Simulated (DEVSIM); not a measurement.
Structure: abrupt Ge p-n junction, at 300 K.

| layer (left to right) | material | thickness (μm) | Nd (cm⁻³) | Na (cm⁻³) | τn (s) | τp (s) |
|---|---|---|---|---|---|---|
| 1 | Ge | 1.50 | - | 1.1e15 | 0.00015 | 5e-5 |
| 2 | Ge | 69.0 | 4.6e16 | - | 5e-5 | 5e-5 |

Left contact: ohmic. Right contact: ohmic. Voltage is applied to the left contact. Recombination: SRH at mid-gap, radiative, Auger. Mobility is μmin + (μ − μmin)/(1 + (N/Nref)^α).

The device is made up for the run: typed textbook-type constants, with dimensions and the other settings drawn at random. Values at 300 K.

```csv
parameter,Ge
gap (eV),0.664
affinity (eV),4
permittivity,16
Nc (cm⁻³),1.04e19
Nv (cm⁻³),6e18
μn (cm²/Vs),3900
μp (cm²/Vs),1900
"μn,min",150
"μp,min",100
"Nref,n",2.6e17
"Nref,p",4e17
αn,0.56
αp,0.6
B (cm³/s),6.4e-14
Cn (cm⁶/s),1e-31
Cp (cm⁶/s),1e-31
```

Model (solved in DEVSIM): 1D drift-diffusion, Boltzmann statistics, complete ionisation; no tunnelling, impact ionisation, image-force lowering or self-heating.

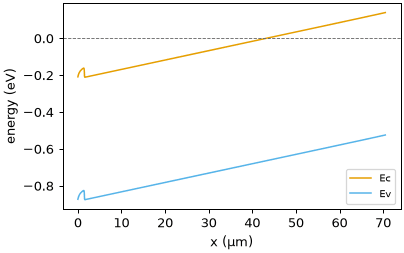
Fig. 1. Band edges at 0.65 V on the left contact

Energies count from the Fermi level of the right contact; mesh points crowd at the junctions.

```
x (μm)   Ec (eV)  Ev (eV)  n (cm⁻³)  p (cm⁻³)  field (V/cm)
-------  -------  -------  --------  --------  ------------
0.000     -0.208   -0.872    4.0e11    1.1e15           940
0.03674   -0.205   -0.869    2.4e14    1.3e15           920
0.1279    -0.197   -0.861    7.4e14    1.7e15           770
0.3691    -0.183   -0.847    1.8e15    2.8e15           420
1.061     -0.165   -0.829    4.5e15    5.6e15           180
1.338     -0.161   -0.825    5.8e15    6.5e15           -19
1.449     -0.168   -0.832    8.7e15    4.8e15         -2200
1.502     -0.193   -0.857    2.3e16    1.9e15         -7600
1.543     -0.208   -0.872    4.2e16    1.0e15         -1400
1.646     -0.210   -0.874    4.7e16    9.3e14            38
1.929     -0.209   -0.873    4.7e16    9.3e14            51
3.080     -0.203   -0.867    4.7e16    9.3e14            51
5.576     -0.191   -0.855    4.7e16    9.3e14            51
11.95     -0.158   -0.822    4.7e16    9.3e14            51
37.38     -0.029   -0.693    4.7e16    9.2e14            51
57.55      0.073   -0.591    4.7e16    8.5e14            51
65.45      0.114   -0.550    4.7e16    5.8e14            52
68.62      0.130   -0.534    4.6e16    2.8e14            52
69.99      0.137   -0.527    4.6e16    8.9e13            53
70.31      0.139   -0.525    4.6e16    3.3e13            53
70.44      0.140   -0.524    4.6e16    1.1e13            53
70.50      0.140   -0.524    4.6e16     9.5e9            53
```
